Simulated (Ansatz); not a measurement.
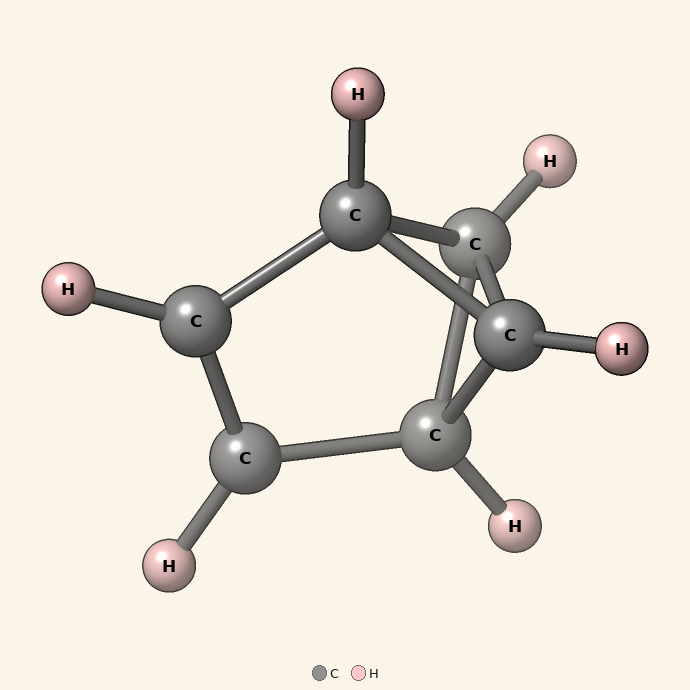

Depth is shown by fading: the farther an atom, the more it takes the colour of the background. Computed geometry: PBE0-D4/def2-TZVP optimisation.

### Which symmetry elements does this geometry have?

It has 1 C2 axis and 2 mirror planes, so the point group is C2v. The group has 4 operations. The geometry is achiral, and symmetry allows a dipole moment.
